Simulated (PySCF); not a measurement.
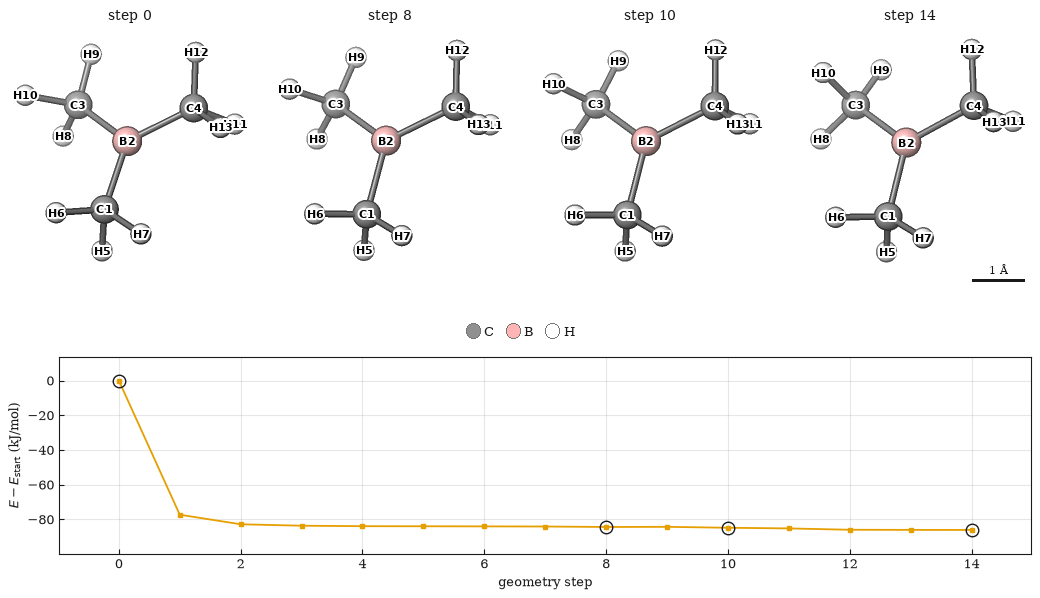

Frames of a relaxation of C₃H₉B, marked on the history of the run. Style: ball-and-stick. Shown at a tilt.

The start comes from GFN2-xTB. Its atoms were then displaced at random by about 0.03 Å.

Theory: PBE0-D3(BJ)/def2-SVP geometry optimisation, gas phase in PySCF. 

Question: What happens along the run?

Answer: The atom that moves furthest after the best rigid fit is H10 (0.58 Å). Largest moves by element: H 0.58 Å, C 0.16 Å, B 0.03 Å. Among the contacts that change: C4–H13 1.259 → 1.101 Å, B2–C4 1.482 → 1.573 Å, C1–B2 1.503 → 1.575 Å, C3–H8 1.158 → 1.100 Å. Among the angles between lasting bonds that change: H11–C4–H13 96.5° → 106.2°, B2–C4–H11 114.6° → 105.3°, B2–C1–H6 118.9° → 110.0°. Groups turn about B2–C3 by about 35°. The energy falls by 86.1 kJ/mol in 14 geometry steps. From step 0 to 8: H9 moves most (0.20 Å), energy −84.3 kJ/mol. From step 8 to 10: H10 moves most (0.13 Å), energy −0.45 kJ/mol. From step 10 to 14: H10 moves most (0.29 Å), energy −1.26 kJ/mol.

| step | E − E(0), kJ/mol |
| --- | --- |
| 0 | 0.00 |
| 1 | -77.27 |
| 2 | -82.79 |
| 3 | -83.61 |
| 4 | -83.89 |
| 5 | -83.94 |
| 6 | -84.01 |
| 7 | -84.08 |
| 8 | -84.34 |
| 9 | -84.27 |
| 10 | -84.79 |
| 11 | -85.17 |
| 12 | -85.95 |
| 13 | -86.02 |
| 14 | -86.05 |
